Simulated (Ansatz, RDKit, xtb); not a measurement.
**Isomers of CH5GeNOSi, a sample narrowed down**

Which of a sample of isomers of CH5GeNOSi is the most stable in the gas at 298.15 K, and what are its properties? The sample is small against all isomers, and the most stable one of this formula need not be in it.

Plan: many cheap relaxations first (GFN2-xTB), then density-functional screening, relaxation at r2SCAN-D4/def2-SVP, vibrations (at GFN2-xTB) and a final energy. The numbers are computed, not measured.

### Step 1. Candidates

Isomers were taken from a list of plausible structures; this is a sample, not all of them. That gives 4 candidates.

```
label                    SMILES     spin
 c037       N#C[SiH2][GeH2][OH]  singlet
 c043       N#C[Si@@H](O)[GeH3]  singlet
 c298  N#[C][Ge@@H]([OH])[SiH3]  singlet
 c584        N#[C][GeH2][SiH2]O  singlet
```

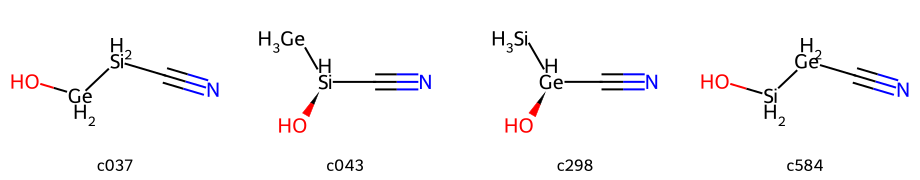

Structural formulas of the candidates.

Candidates are built by distance geometry, with a force field where one applies, in up to four conformers (letters a to d).

### Step 2. Cheap relaxation of all starts

All 6 starts are relaxed the same way. One of them, c037b (taken from a list of positional isomers, embedded by distance geometry and UFF), in full:

start.xyz

```xyz
10
c037b
C     -0.113895    -0.459652    -1.299995
Ge     2.275151    -0.679981     1.048675
N     -1.098283    -1.048283    -1.589688
O      1.096791    -0.675621     2.392020
Si     1.324312     0.424174    -0.795634
H      2.282353     0.445336    -1.864596
H      1.019387     1.775592    -0.408488
H      2.627399    -2.125087     0.682236
H      3.568840     0.091502     1.519096
H      1.585048    -1.190151     3.158419
```

Command:

```bash
$ xtb start.xyz --gfn 2 --opt
```

Output, shortened:

```text
* xtb version 6.7.1
[...]
          :  # basis functions                  37          :
[...]
          :  # electrons                        28          :
[...]
          :  Hamiltonian                  GFN2-xTB          :
[...]
          :  net charge                          0          :
          :  unpaired electrons                  0          :
[...]
   *** convergence criteria satisfied after 13 iterations ***
[...]
   *** GEOMETRY OPTIMIZATION CONVERGED AFTER 12 ITERATIONS ***
[...]
   *** convergence criteria satisfied after 3 iterations ***
[...]
         ::                     SUMMARY                     ::
         :::::::::::::::::::::::::::::::::::::::::::::::::::::
         :: total energy             -15.306684184756 Eh    ::
         :: gradient norm              0.000472010997 Eh/a0 ::
         :: HOMO-LUMO gap              3.887588182203 eV    ::
         ::.................................................::
         :: SCC energy               -15.478298494438 Eh    ::
         :: -> isotropic ES            0.041355510271 Eh    ::
         :: -> anisotropic ES         -0.000840245745 Eh    ::
         :: -> anisotropic XC          0.018116416964 Eh    ::
         :: -> dispersion             -0.006433151053 Eh    ::
         :: repulsion energy           0.171614309682 Eh    ::
         :: add. restraining           0.000000000000 Eh    ::
         :: total charge              -0.000000000000 e     ::
         :::::::::::::::::::::::::::::::::::::::::::::::::::::
[...]
        14        2.0000           -0.4017084             -10.9310 (HOMO)
        15                         -0.2588421              -7.0435 (LUMO)
[...]
     #   Z          covCN         q      C6AA      α(0)
     1   6 C        1.789     0.006    31.056     9.007
     2  32 Ge       3.580     0.165   169.304    23.405
     3   7 N        0.911    -0.189    25.089     7.244
     4   8 O        1.586    -0.481    22.524     6.405
     5  14 Si       3.649     0.458    98.572    19.036
     6   1 H        0.917    -0.085     5.060     3.518
     7   1 H        0.918    -0.060     4.343     3.260
     8   1 H        0.932    -0.053     4.169     3.192
     9   1 H        0.931    -0.064     4.447     3.298
    10   1 H        0.809     0.302     0.713     1.326
[...]
     #   Z sym  total        # sym  WBO       # sym  WBO       # sym  WBO
 ---------------------------------------------------------------------------
     1   6 C    3.888 --     3 N    2.915     5 Si   0.870
     2  32 Ge   3.764 --     4 O    1.204     9 H    0.832     8 H    0.831
                             5 Si   0.718
     3   7 N    3.033 --     1 C    2.915
     4   8 O    2.179 --     2 Ge   1.204    10 H    0.882
     5  14 Si   3.572 --     6 H    0.874     1 C    0.870     7 H    0.869
                             2 Ge   0.718
     6   1 H    0.992 --     5 Si   0.874
     7   1 H    0.996 --     5 Si   0.869
     8   1 H    0.997 --     2 Ge   0.831
     9   1 H    0.992 --     2 Ge   0.832
    10   1 H    0.908 --     4 O    0.882
 ---------------------------------------------------------------------------
[...]
molecular dipole:
                 x           y           z       tot (Debye)
 q only:        0.840       0.453       0.001
   full:        1.299       0.506       0.514       3.776
molecular quadrupole (traceless):
[...]
          | TOTAL ENERGY              -15.306684184756 Eh   |
          | GRADIENT NORM               0.000472010997 Eh/α |
          | HOMO-LUMO GAP               3.887588182203 eV   |
           -------------------------------------------------
[...]
```

It took 0.7 s on 2 threads of Intel Xeon at 2.50GHz (Skylake/Cascade Lake), shared host; peak memory 0.091 GiB.

### Step 3. The minima found

6 of the 6 relaxations converged. 6 distinct structures remain:

```
label  start              SMILES after     spin  energy (kcal/mol)
c584b  drawn        N#[C][GeH2][SiH2]O  singlet                0.0
c584a  drawn        N#[C][GeH2][SiH2]O  singlet                1.0
c043a  drawn       N#C[Si@@H](O)[GeH3]  singlet                6.6
c298a  drawn  N#[C][Ge@@H]([OH])[SiH3]  singlet               13.6
c037b  drawn       N#C[SiH2][GeH2][OH]  singlet               17.5
c037a  drawn       N#C[SiH2][GeH2][OH]  singlet               17.6
```

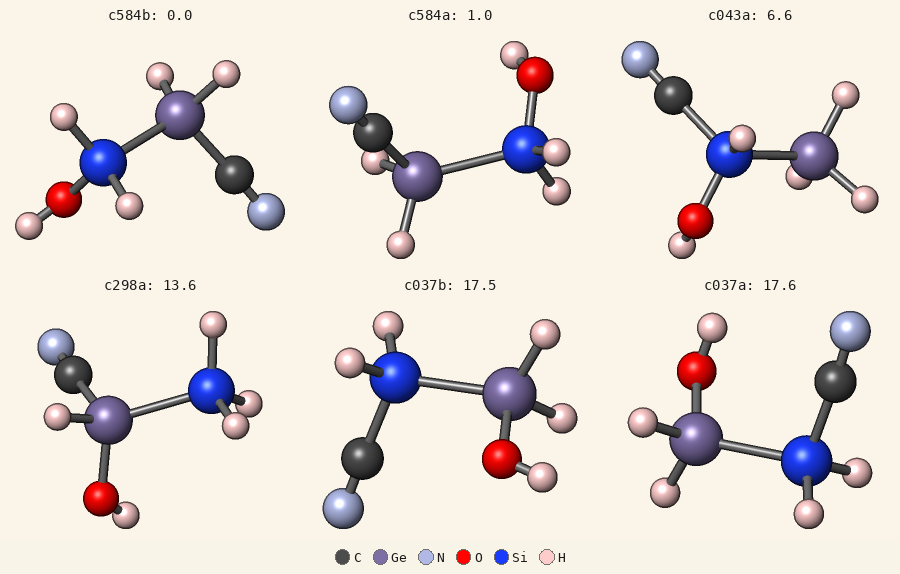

The 6 lowest minima that did not fall apart, with their GFN2-xTB energies in kcal/mol.

### Step 4. Screening with a density functional

A choice of the minima (the low ones first, few conformers of a pattern, up to a cap) and the lowest that fell apart get a single point at r2SCAN-D4/def2-SVP on the tight-binding geometry, and one at HF/STO-3G for comparison. The lowest singlets are also tried as triplets at the same geometry (label ending in t). The first, c584b:

input.yaml

```yaml
crystal:
  periodic: [false, false, false]
  atoms:
    - {symbol: C, position_ang: [0.178406, -0.656853, -1.575123]}
    - {symbol: Ge, position_ang: [1.245464, 0.527124, -0.514199]}
    - {symbol: N, position_ang: [-0.448238, -1.394440, -2.188927]}
    - {symbol: O, position_ang: [1.154418, -1.103819, 2.092177]}
    - {symbol: Si, position_ang: [2.393582, -0.589768, 1.185065]}
    - {symbol: H, position_ang: [2.089922, 1.194068, -1.572321]}
    - {symbol: H, position_ang: [0.239774, 1.585392, -0.136017]}
    - {symbol: H, position_ang: [3.264128, 0.307744, 1.947606]}
    - {symbol: H, position_ang: [3.191101, -1.711507, 0.686475]}
    - {symbol: H, position_ang: [1.263423, -1.639864, 2.873123]}
basis:
  gaussian:
    orbitals: def2-SVP
scf:
  lower_state_search: off
hamiltonian:
  xc: {name: r2SCAN}
  dispersion: d4
output:
  orbitals: {seedname: orbitals}
```

Command:

```bash
$ ansatz run input.yaml --threads 2 --pin off --max-ram 5220MiB --events-out events.jsonl --progress --plain --runs-dir runs
```

Output, shortened:

```text
Warning: RAYON_NUM_THREADS=2 ignored (pool sized by the plan → 2); use --threads N
Functional definition: r2SCAN
  name "r2SCAN"
[...]
1310 factors; their error is unknown
[...]
mean field -69034.93600090 eV, -2536.9871044726 hartree, gradient 5.0e-6 eV, S^2 0.000000; 0 other end points of the search recorded, 0 dependent functions left out
reference -69034.93601135 eV, -2536.9871048570 hartree; 36, 36 occupied and 81, 81 virtual orbitals, 1310 factors
Total energy: -69034.99132143 eV, -2536.9891374647 hartree
Checks for a lower state left out: stability, starts, cluster_reference, orbital_swaps, neighbouring_geometries, increment
```

Run time: 7.3 s. Hardware: 2 threads of Intel Xeon at 2.50GHz (Skylake/Cascade Lake), shared host; peak memory 0.15 GiB.

Relative energies in kcal/mol, each column from its lowest structure that stays in one piece:

```
 label                    SMILES     spin  GFN2-xTB  HF/STO-3G  r2SCAN-D4/def2-SVP
 c043a       N#C[Si@@H](O)[GeH3]  singlet       6.6        0.0                 0.0
 c584a        N#[C][GeH2][SiH2]O  singlet       1.0        4.7                 6.0
 c584b        N#[C][GeH2][SiH2]O  singlet       0.0        3.9                 6.1
 c037a       N#C[SiH2][GeH2][OH]  singlet      17.6        6.6                14.6
 c037b       N#C[SiH2][GeH2][OH]  singlet      17.5        8.2                15.7
 c298a  N#[C][Ge@@H]([OH])[SiH3]  singlet      13.6        6.1                16.3
c043at       N#C[Si@@H](O)[GeH3]  triplet         –          –               125.4
c584at        N#[C][GeH2][SiH2]O  triplet         –          –               133.5
```

### Step 5. Refinement at r2SCAN-D4/def2-SVP

4 candidates are relaxed at r2SCAN-D4/def2-SVP (chosen among the lowest in one piece, one conformer a pattern). The first, c043a:

input.yaml

```yaml
crystal:
  periodic: [false, false, false]
  atoms:
    - symbol: C
      position_ang: [-2.144019, -1.386314, -1.081859]
    - symbol: Ge
      position_ang: [-0.160556, 0.901904, 0.460499]
    - symbol: N
      position_ang: [-3.123559, -1.379084, -1.675352]
    - symbol: O
      position_ang: [0.658754, -1.967828, -1.005784]
    - symbol: Si
      position_ang: [-0.536789, -1.335383, -0.113901]
    - symbol: H
      position_ang: [-0.650892, -2.287500, 0.981555]
    - symbol: H
      position_ang: [1.010088, -1.565761, -1.795365]
    - symbol: H
      position_ang: [-1.256568, 1.528575, 1.259133]
    - symbol: H
      position_ang: [0.030196, 1.835916, -0.700061]
    - symbol: H
      position_ang: [1.070416, 1.120052, 1.288856]
basis:
  gaussian:
    orbitals: def2-SVP
relax:
  f_tol: 0.006
hamiltonian:
  xc: r2scan
  dispersion: d4
total_charge: 0
scf:
  lower_state_search: off
```

Command:

```bash
$ ansatz run input.yaml --threads 2 --pin off --max-ram 5220MiB --events-out events.jsonl --progress --plain --runs-dir runs
```

Output, shortened:

```text
Warning: RAYON_NUM_THREADS=2 ignored (pool sized by the plan → 2); use --threads N
[...]
Functional definition: r2SCAN
  name "r2SCAN"
[...]
1310 factors; their error is unknown
[...]
mean field -69035.19838061 eV, -2536.9967467494 hartree, gradient 4.5e-6 eV, S^2 0.000000; 0 other end points of the search recorded, 0 dependent functions left out
[...]
reference -69035.19839086 eV, -2536.9967471259 hartree; 36, 36 occupied and 81, 81 virtual orbitals, 1310 factors
relax step   1: F+E_penalty+E_count = -69035.25474577 eV  Δ(F+E_penalty+E_count) = +0.000e0 eV  max|allowed force component| = 2.276e0 eV/Å  Δτ_max = 0.0000 Å  (17 SCF iters, accepted)
[...]
relax step   3: F+E_penalty+E_count = -69035.42959981 eV  Δ(F+E_penalty+E_count) = -1.435e-2 eV  max|allowed force component| = 3.474e-1 eV/Å  Δτ_max = 0.0667 Å  (21 SCF iters, accepted)
[...]
Atom 1 at    -0.151485     0.936275     0.479432 Å, force    -0.002245     0.001976     0.004176 eV/Å
Atom 2 at    -3.117618    -1.351851    -1.669110 Å, force    -0.005039     0.002277    -0.004185 eV/Å
Atom 3 at     0.708286    -1.979165    -1.039590 Å, force     0.000170     0.003146    -0.002389 eV/Å
Atom 4 at    -0.513889    -1.339490    -0.112634 Å, force    -0.003463    -0.001860    -0.000385 eV/Å
Atom 5 at    -0.674577    -2.241743     1.052920 Å, force     0.000990     0.000704    -0.001969 eV/Å
Atom 6 at     0.963246    -1.498591    -1.836692 Å, force     0.000920    -0.001783     0.002793 eV/Å
Atom 7 at    -1.352212     1.496957     1.252222 Å, force    -0.001873    -0.003431     0.000836 eV/Å
Atom 8 at     0.049990     1.767298    -0.797121 Å, force     0.005878    -0.001428    -0.000609 eV/Å
Atom 9 at     1.109727     1.054994     1.347382 Å, force     0.000863     0.003510    -0.004048 eV/Å
Dipole moment:     0.594634     0.251579     0.166667 e Å
Checks for a lower state left out: stability, starts, cluster_reference, orbital_swaps, neighbouring_geometries, increment
```

It took 96 s on 2 threads of Intel Xeon at 2.50GHz (Skylake/Cascade Lake), shared host; peak memory 0.19 GiB.

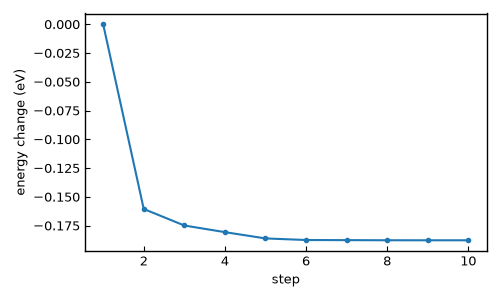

Energy along the run, all evaluated steps.

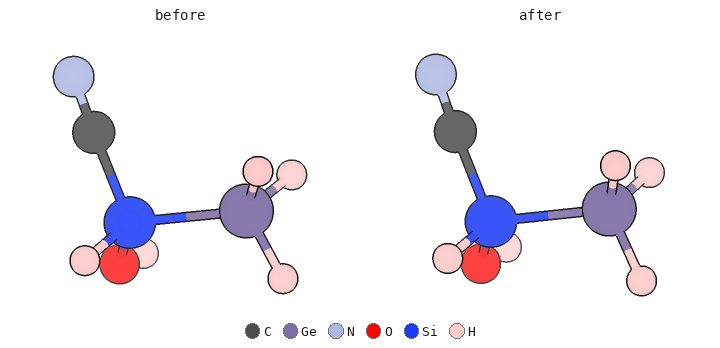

Before and after, at one scale.

After the run. Bond lengths: C1–N3 1.166 Å, C1–Si5 1.868 Å, Ge2–Si5 2.379 Å, O4–Si5 1.662 Å, Si5–H6 1.483 Å, O4–H7 0.965 Å, Ge2–H8 1.534 Å, Ge2–H9 1.536 Å, Ge2–H10 1.536 Å. Some angles: N3–C1–Si5 177.1°, C1–Si5–Ge2 106.1°, C1–Si5–O4 110.1°, Ge2–Si5–O4 113.3°, C1–Si5–H6 107.0°, Ge2–Si5–H6 113.8°, O4–Si5–H6 106.5°, Si5–Ge2–H8 110.8°, Si5–Ge2–H9 109.3°, Si5–Ge2–H10 109.9°.

### Step 6. The relaxed candidates

```
label     spin  r2SCAN-D4/def2-SVP (kcal/mol)  r2SCAN-D4/def2-SVP, relaxed (kcal/mol)     time
c043a  singlet                            0.0                                     0.0     96 s
c584a  singlet                            6.0                                     5.9  2.8 min
c037a  singlet                           14.6                                    14.9    3 min
c298a  singlet                           16.3                                    17.5     76 s
```

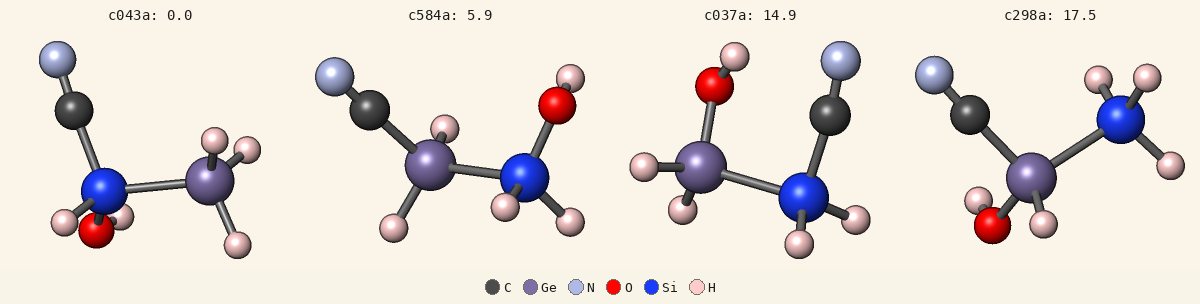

The relaxed structures, with energies at r2SCAN-D4/def2-SVP in kcal/mol.

(Part 1 of 2 ends here.)
